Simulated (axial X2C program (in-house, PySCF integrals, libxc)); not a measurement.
# A two-component session on TaP⁻: properties at the nuclei

Aim: properties at the nuclei of TaP⁻, with spin–orbit coupling in the Hamiltonian from the start.

Program: an in-house X2C program for linear molecules on PySCF integrals. Level of theory: two-component X2C with atomic mean-field terms, Ta dyall-acv3z, P dyall-av3z. These are calculated values, not measurements.

### 1 The job

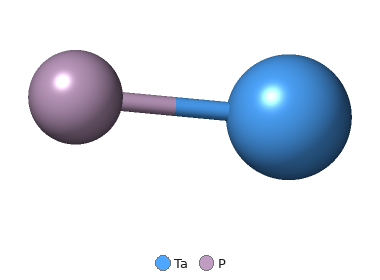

The two atoms at 2.280 Å (tantalum blue, phosphorus pink).

File task.json:

```json
{"zs": [73, 15], "q": -1, "bas": ["dyall-acv3z", "dyall-av3z"], "r0": 2.28, "levels": ["PBE0", "HF", "r2SCAN", "B3LYP", "PBE"], "nst": 3}
```

Keys: zs atomic numbers; q charge; bas basis sets; r0 starting distance in Å; levels methods (HF also brings MP2); nst determinants followed.

Run with:

```bash
python soeom.py task.json out
```

Nuclei are Gaussian, cores are contracted, and the Gaunt term is on.

### 2 Expectation values, lowest determinant

R = 2.163 Å. State: Ω = 3/2 (excess of +ω over −ω: ω = 3/2).

Output of the PBE0 run:

```text
two-component X2C + atomic mean field  PBE0
basis functions 256  fitting functions 1289  grid points 5081
iter        total energy     max residual
   1     -15945.567638967     7.30e-06
   2     -15945.567638979     1.67e-05
   3     -15945.567638987     4.69e-06
   4     -15945.567638995     5.50e-06
   5     -15945.567639002     2.39e-06
   6     -15945.567639003     7.42e-07
converged
one-electron -22424.58542504  Coulomb 6568.37748787  exact exchange -84.54808833  xc functional -259.30817658  nuclear repulsion 267.89137585  atomic mean-field constant -13.39481278
```

The highest occupied spinor is 43% Ta s, 24% Ta d, 12% P p.

| level | Eeff magnitude (GV/cm) | Ws magnitude Ta (kHz) | A∥/gI Ta (MHz) | qzz Ta (a.u.) | A∥/gI P (MHz) | qzz P (a.u.) |
| --- | --- | --- | --- | --- | --- | --- |
| PBE0 | 8.43 | 6.04 | 311 | -4.90 | -1.5 | -0.97 |
| HF | 37.9 | 28.2 | -130 | -3.07 | -31.9 | -1.46 |
| r2SCAN | 9.01 | 6.17 | -118 | -5.31 | 8.21 | -0.91 |
| B3LYP | 4.15 | 3.23 | 476 | -4.92 | 2.02 | -0.92 |
| PBE | 2.88 | 2.23 | 443 | -5.07 | 1.81 | -0.88 |

Eeff is the effective electric field on the electron dipole moment in this Ω state and Ws the scalar–pseudoscalar constant (defined with the proton number Z and per Ω); A∥ is the parallel hyperfine constant, which follows by multiplying with the nuclear g factor gI = μI/(I μN); qzz is the electric field gradient, eQq0 = 234.96 MHz × Q/barn × qzz. The operators were transformed with the bare-nucleus X2C matrices.

### 3 Expectation values, a higher determinant

R = 2.163 Å. State: Ω = 5/2 (excess of +ω over −ω: ω = 5/2), 0.42 eV above the lowest in the PBE0 search for states (made at or near this distance, with looser thresholds).

Output of the PBE0 run:

```text
two-component X2C + atomic mean field  PBE0
basis functions 256  fitting functions 1289  grid points 5081
iter        total energy     max residual
   1     -15945.552373904     8.41e-06
   2     -15945.552373912     1.63e-05
   3     -15945.552373919     4.24e-06
   4     -15945.552373925     4.98e-06
   5     -15945.552373931     7.33e-07
   6     -15945.552373931     5.40e-07
converged
one-electron -22424.22289936  Coulomb 6568.02191551  exact exchange -84.54607375  xc functional -259.30187941  nuclear repulsion 267.89137585  atomic mean-field constant -13.39481278
```

The highest occupied spinor is 95% Ta d, 2% P d, 2% P f.

| level | Eeff magnitude (GV/cm) | Ws magnitude Ta (kHz) | A∥/gI Ta (MHz) | qzz Ta (a.u.) | A∥/gI P (MHz) | qzz P (a.u.) |
| --- | --- | --- | --- | --- | --- | --- |
| PBE0 | 7.53 | 2.97 | 549 | -5.31 | -0.482 | -0.98 |
| HF | 36.7 | 15.8 | 893 | -5.23 | -6.36 | -1.58 |
| r2SCAN | 10.6 | 4.08 | 843 | -5.81 | -1.74 | -0.93 |
| B3LYP | 3.73 | 1.47 | 455 | -5.34 | -1.43 | -0.93 |
| PBE | 3.87 | 1.47 | 475 | -5.55 | 1.7 | -0.90 |

### 4 Expectation values, a higher determinant

R = 2.163 Å. State: Ω = 3/2 (excess of +ω over −ω: ω = 1/2, ω = -3/2, ω = 5/2), 0.54 eV above the lowest in the PBE0 search for states (made at or near this distance, with looser thresholds).

Output of the PBE0 run:

```text
two-component X2C + atomic mean field  PBE0
basis functions 256  fitting functions 1289  grid points 5081
iter        total energy     max residual
   1     -15945.547784882     7.70e-06
   2     -15945.547784889     1.34e-05
   3     -15945.547784894     6.36e-06
   4     -15945.547784898     5.73e-06
   5     -15945.547784902     2.14e-06
   6     -15945.547784902     6.80e-07
converged
one-electron -22428.07093670  Coulomb 6571.98384968  exact exchange -84.57465766  xc functional -259.38260328  nuclear repulsion 267.89137585  atomic mean-field constant -13.39481278
```

The highest occupied spinor is 95% Ta d, 3% P d, 2% P f.

| level | Eeff magnitude (GV/cm) | Ws magnitude Ta (kHz) | A∥/gI Ta (MHz) | qzz Ta (a.u.) | A∥/gI P (MHz) | qzz P (a.u.) |
| --- | --- | --- | --- | --- | --- | --- |
| PBE0 | 26.5 | 15.2 | 1120 | 0.91 | 37.6 | -0.42 |
| HF | 57.9 | 35.8 | 840 | 0.85 | -77.1 | 0.34 |
| r2SCAN | 22.7 | 13.2 | 1470 | 0.86 | 33.5 | -0.31 |
| B3LYP | 22.8 | 12.9 | 1080 | 0.83 | 38.4 | -0.31 |
| PBE | 22.9 | 13.2 | 1170 | 0.24 | 38.2 | -0.37 |

### 5 Outcome

```
                                        quantity                                                       value
                              lowest determinant                     Ω = 3/2 (excess of +ω over −ω: ω = 3/2)
                    Eeff magnitude (GV/cm), PBE0                                                        8.43
                     Ws magnitude Ta (kHz), PBE0                                                        6.04
                            A∥/gI Ta (MHz), PBE0                                                         311
                             qzz Ta (a.u.), PBE0                                                       -4.90
                              higher determinant                     Ω = 5/2 (excess of +ω over −ω: ω = 5/2)
Eeff magnitude (GV/cm), PBE0, higher determinant                                                        7.53
 Ws magnitude Ta (kHz), PBE0, higher determinant                                                        2.97
        A∥/gI Ta (MHz), PBE0, higher determinant                                                         549
         qzz Ta (a.u.), PBE0, higher determinant                                                       -5.31
                              higher determinant  Ω = 3/2 (excess of +ω over −ω: ω = 1/2, ω = -3/2, ω = 5/2)
Eeff magnitude (GV/cm), PBE0, higher determinant                                                        26.5
 Ws magnitude Ta (kHz), PBE0, higher determinant                                                        15.2
        A∥/gI Ta (MHz), PBE0, higher determinant                                                        1120
         qzz Ta (a.u.), PBE0, higher determinant                                                        0.91
```

In words: In the first state, the effective field runs from 2.88 to 37.9 GV/cm over the mean-field levels, so the levels don't agree on it. The expectation values come from single determinants, which for open shells can mix terms of unlike spin or miss the lowest Ω, so a determinant need not be a state. Eeff is the effective electric field on the electron dipole moment in this Ω state and Ws the scalar–pseudoscalar constant (defined with the proton number Z and per Ω); A∥ is the parallel hyperfine constant, which follows by multiplying with the nuclear g factor gI = μI/(I μN); qzz is the electric field gradient, eQq0 = 234.96 MHz × Q/barn × qzz. The operators were transformed with the bare-nucleus X2C matrices.
